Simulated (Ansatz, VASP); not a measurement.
# MgTi4 in two plane-wave programs

Aim: how closely do two programs agree when they are given the same cell, functional and k mesh?

Main program and level: Ansatz 0.2.0; plane waves, with VASP 6.6.1 beside it; single point at PBEsol.

## 1. The structure

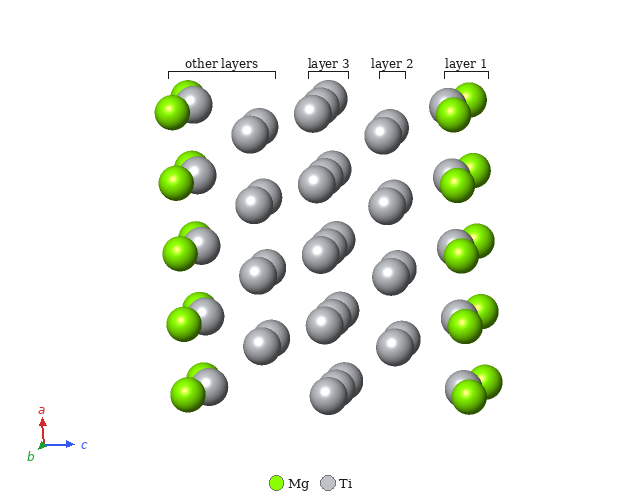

The starting structure, seen from the side, with the c axis across the page (magnesium green, titanium light grey). 2×1×1 cells are drawn. Some periodic images of atoms are drawn too.

The cell holds 20 atoms: 4 Mg and 16 Ti. Cell: a = 5.880 Å, b = 5.880 Å, c = 23.300 Å, α = 90.0°, β = 90.0°, γ = 60.0°. It derives from Ti. As first built, before any earlier steps moved the atoms: kind: overlayer; added: Mg; how: half in the top layer, both faces;. Regions: layer 1, 4 atoms (2 Ti and 2 Mg); layer 2, 4 atoms (4 Ti); layer 3, 4 atoms (4 Ti); other layers, 8 atoms (6 Ti and 2 Mg). Vacuum lies along c.

## 2. Ansatz: single point, PBEsol

Ansatz runs on its default PAW (the set named soft_2) files.

A single point gives forces, pressure and levels at one fixed geometry, so differences don't come from the geometry; what else differs is listed under the comparison.

input.yaml reads:

```yaml
crystal:
  lattice:
    - [5.88, 0.0, 0.0]
    - [2.94, 5.0922293743, 0.0]
    - [0.0, 0.0, 23.3]
  atoms:
    - { symbol: Mg, position: [0.000309327, 0.9993813459, 0.7069767964] }
    - { symbol: Mg, position: [0.500309327, 0.9993813459, 0.7069767964] }
    - { symbol: Mg, position: [0.000309327, 0.9993813459, 0.2930232036] }
    - { symbol: Mg, position: [0.500309327, 0.9993813459, 0.2930232036] }
    - { symbol: Ti, position: [0.0034460671, 0.4931078658, 0.6872561798] }
    - { symbol: Ti, position: [0.5034460671, 0.4931078658, 0.6872561798] }
    - { symbol: Ti, position: [0.8331087122, 0.3337825746, 0.5960764836] }
    - { symbol: Ti, position: [0.3331087122, 0.3337825746, 0.5960764836] }
    - { symbol: Ti, position: [0.8314371556, 0.8371256878, 0.5978548449] }
    - { symbol: Ti, position: [0.3314371556, 0.8371256878, 0.5978548449] }
    - { symbol: Ti, position: [0.0, 0.0, 0.5] }
    - { symbol: Ti, position: [0.5, 0.0, 0.5] }
    - { symbol: Ti, position: [0.0, 0.5, 0.5] }
    - { symbol: Ti, position: [0.5, 0.5, 0.5] }
    - { symbol: Ti, position: [0.8331087122, 0.3337825746, 0.4039235164] }
    - { symbol: Ti, position: [0.3331087122, 0.3337825746, 0.4039235164] }
    - { symbol: Ti, position: [0.8314371556, 0.8371256878, 0.4021451551] }
    - { symbol: Ti, position: [0.3314371556, 0.8371256878, 0.4021451551] }
    - { symbol: Ti, position: [0.0034460671, 0.4931078658, 0.3127438202] }
    - { symbol: Ti, position: [0.5034460671, 0.4931078658, 0.3127438202] }
hamiltonian:
  xc: pbesol
  pseudopotentials: { kind: paw }
kpoints:
  mp_grid: { grid: [4, 4, 1] }
scf:
  occupations: { method: gaussian, width: 0.1 }
  n_extra_bands: 9
output:
  forces: true
  eigenvalues: true
```

Launch:

```console
ansatz run input.yaml --threads 8 --pin off --max-ram 18432MiB --backend cpu --events-out ev --progress --plain --runs-dir out
```

Numbers of over 12 decimals in the logs are rounded to 6 here.

Log:

```text
scf.n_extra_bands = 9 over 116 filled bands (N_el = 232.0): the run solves 125 bands
Engine: ansatz 0.2.0, aarch64-unknown-linux-gnu
Pseudopotentials: kind: paw
Pseudopotential: Mg, paw, valence charge 10, recommended cutoff 420 eV (normal), Mg.paw.azcp
Pseudopotential: Ti, paw, valence charge 12, recommended cutoff 420 eV (normal), Ti.paw.azcp
Functional definition: PBEsol
  exchange = pbesol_x
  correlation = pbesol_c
Crystal: 20 atoms, lattice volume = 697.656 Å³
Basis set: ecut = 420 eV, 13589 PW (Γ), exchange–correlation on 80×80×320 points (8 copies of the dense FFT grid, shifted against one another)
Bands: 125, of which v1, the nominal top of the filled ones, is band 116 counted from 1 (115 counted from 0)
Symmetry: 8 space group operations
Space group: Pmm2 (ITA 25), of the structure as read, at distance tolerance 8.9e-5 Å
k-points: 7 of 16 (time reversal used)
Non-local potential: Mg, projectors of the file, l = 0: 3, l = 1: 2, l = 2: 1
Non-local potential: Ti, projectors of the file, l = 0: 3, l = 1: 2, l = 2: 3, l = 3: 1
PAW form: soft (Blöchl's): semilocal exchange-correlation on the pseudo side does not see the compensation charge
PAW frozen core: Mg, regenerated for the run's functional, and the local potential with it (the file was generated under x = pbe(κ = 0.804, μ = 0.219515), c = pbe(β = 0.066725))
PAW frozen core: Ti, regenerated for the run's functional, and the local potential with it (the file was generated under x = pbe(κ = 0.804, μ = 0.219515), c = pbe(β = 0.066725))
PAW one-centre angular grid: Mg, 110 points (default); XC on 64 Gauss nodes
PAW one-centre angular grid: Ti, 590 points (default); XC on 64 Gauss nodes
Initial density: superposition of atomic densities (neutral atoms: chi_scale 0, normalization atom), corrected by the library's trained network
Initial wavefunctions: pseudopotential atomic-orbital guess
Functional: x = pbesol(κ = 0.804, μ = 0.123457), c = pbesol(β = 0.046)
SCF iter   1: F=—  HF=-47223.785350 eV  |F-HF|=—  |Δ(HF+E_count)|=         —  Δρ=6.52e-3  dr2=2.02e0  ethr=1.77e-3  ⟨swp⟩=9.9  Hψ=3952  notcnv=0
preconditioner: auto → LDOS  [metal: Δε(μ)=0.008 eV  Ē_g=1.967 eV  σ=0.100 eV  W_gap=0.05  n_scr=136 (ndim 8)  ℏωp=11.9 eV  f_vac=0.439  D(μ)=25.17/eV (n_scr^D=216)  β→1.0]
SCF iter   2: F=—  HF=-47223.683200 eV  |F-HF|=—  |Δ(HF+E_count)|=   1.02e-1  Δρ=4.01e-3  dr2=1.52e-1  ethr=8.71e-4  ⟨swp⟩=2.6  Hψ=1354  notcnv=0  defer=1
SCF iter   3: F=—  HF=-47223.660190 eV  |F-HF|=—  |Δ(HF+E_count)|=   2.30e-2  Δρ=1.06e-3  dr2=1.23e-2  ethr=6.55e-5  ⟨swp⟩=2.9  Hψ=1536  notcnv=0  defer=1
SCF iter   4: F=—  HF=-47223.658404 eV  |F-HF|=—  |Δ(HF+E_count)|=   1.79e-3  Δρ=2.72e-4  dr2=1.06e-3  ethr=5.29e-6  ⟨swp⟩=3.6  Hψ=1641  notcnv=0  defer=1
SCF iter   5: F=—  HF=-47223.658414 eV  |F-HF|=—  |Δ(HF+E_count)|=   1.03e-5  Δρ=1.12e-4  dr2=1.39e-4  ethr=4.58e-7  ⟨swp⟩=3.0  Hψ=1675  notcnv=0  defer=1
SCF iter   6: F=—  HF=-47223.658382 eV  |F-HF|=—  |Δ(HF+E_count)|=   3.21e-5  Δρ=4.16e-5  dr2=1.92e-5  ethr=5.98e-8  ⟨swp⟩=2.6  Hψ=1242  notcnv=0  defer=1
SCF iter   7: F=—  HF=-47223.658527 eV  |F-HF|=—  |Δ(HF+E_count)|=   1.45e-4  Δρ=1.18e-5  dr2=1.21e-6  ethr=8.27e-9  ⟨swp⟩=2.7  Hψ=1384  notcnv=0  defer=1
SCF iter   8: F=-47223.658528 eV  HF=-47223.658528 eV  |F-HF|=2.23e-8  |Δ(HF+E_count)|=   8.03e-7  Δρ=3.18e-6  dr2=8.06e-8  ethr=4.31e-11  ⟨swp⟩=8.1  Hψ=4618  notcnv=0
SCF 1 converged in 8 iterations: F = -47223.658528 eV  dr2 = 8.06e-8
  greatest PAW one-centre occupation: 1.000 electrons in one spin orbital (limit 2), on the Mg atom at site 3 (counted from 0), in its partial waves of l = 0
SCF converged after 8 iterations
Free energy (F): -47223.658528 eV
Harris-Foulkes:  -47223.658528 eV  (|F-HF|=2.23e-8)
Internal energy: -47223.527555 eV  (E = F + TS)
E sigma→0 (E₀):  -47223.593041 eV
Entropy (-TS):   -0.130973 eV (-6.549 meV/atom)
Fermi energy:    4.039415 eV
--- Per-component energies (eV) ---
  E_band       = -5724.563024
  E_kinetic    = 4659.950568
  E_local      = -193345.439726  (includes V_loc(G=0)·N_el)
  E_nonlocal   = 544.380091
  E_hartree    = 93669.495643
  E_xc         = -1655.177712
  E_vxc        = -2083.965908  (∫ρ·V_xc dr)
  E_paw        = -17487.195262  (= ΣΔE_a)
  E_vpaw       = -2838.484361  (= ΣTr[D̂ρ^β])
  E_aug_tail   = 0.001786  (compensation charges beyond the density's cutoff)
  E_ewald      = 66387.991460
  E_core_change = 2.465598  (= ΣΔE_core)
  E_smearing   = -0.130973  (= −TS)
  E_closure    = -0.000000  (closes the sum)
  Σ components = -47223.658528   (vs F -47223.658528, Δ=0.00e0)
--- Forces (eV/Å), atoms counted from 1 ---
  atom   1  Mg     0.00000000    -0.02214700    -0.02188199
  atom   2  Mg     0.00000000    -0.02214700    -0.02188199
  atom   3  Mg     0.00000000    -0.02214700     0.02188199
  atom   4  Mg     0.00000000    -0.02214700     0.02188199
  atom   5  Ti    -0.00000000    -0.02659122    -0.00007853
  atom   6  Ti    -0.00000000    -0.02659122    -0.00007853
  atom   7  Ti     0.00000000     0.01448010    -0.05396741
  atom   8  Ti    -0.00000000     0.01448010    -0.05396741
  atom   9  Ti    -0.00000000     0.01274647    -0.02997455
  atom  10  Ti     0.00000000     0.01274647    -0.02997455
  atom  11  Ti     0.00000000    -0.15372018    -0.00000000
  atom  12  Ti     0.00000000    -0.15372018    -0.00000000
  atom  13  Ti     0.00000000     0.19672221     0.00000000
  atom  14  Ti     0.00000000     0.19672221     0.00000000
  atom  15  Ti    -0.00000000     0.01448010     0.05396741
  atom  16  Ti    -0.00000000     0.01448010     0.05396741
  atom  17  Ti    -0.00000000     0.01274647     0.02997455
  atom  18  Ti    -0.00000000     0.01274647     0.02997455
  atom  19  Ti     0.00000000    -0.02659122     0.00007853
  atom  20  Ti     0.00000000    -0.02659122     0.00007853
  max |Σ_I F_I| component: 4.26e-5 eV/Å
--- Band table (eV; the first three rows and the last of 7) ---
  k-point 0: bands = [... 112 lower, 4.0759, 4.2438, 4.2604, 4.2736, 4.2757, 4.3216, 4.4155, 4.5099, ... 5 higher]
  k-point 1: bands = [... 112 lower, 3.8863, 3.9956, 4.0640, 4.0760, 4.1284, 4.1546, 4.3058, 4.3885, ... 5 higher]
  k-point 2: bands = [... 112 lower, 3.6851, 3.8134, 3.8606, 3.8619, 3.8796, 3.9340, 4.1251, 4.1566, ... 5 higher]
  k-point 6: bands = [... 112 lower, 3.7902, 3.8652, 3.8794, 3.9926, 4.0423, 4.0630, 4.0648, 4.2326, ... 5 higher]
```

It took 16 s on 8 threads of Arm Neoverse N1, shared host; peak memory 2.6 GiB; 2 min of CPU time.

Reading the cycles: dr2 is the Hartree energy of the density residual (eV), the measure of convergence; HF is the Harris–Foulkes estimate of the energy, which meets the free energy F at convergence.

[end of part 1 of 2]

[Lines on the potential files, build, host, timing and source positions are cut from VASP's logs without a mark.]

[Logs are printed without paths, hosts, clocks, repeated set-up lines and the standing remarks that a program may print on its own settings, such as how far it seeks lower states.]

[Hosts, paths, dates, database ids (printed as entryN), source tags and the programs' standing remarks are cut or masked in the printed files.]
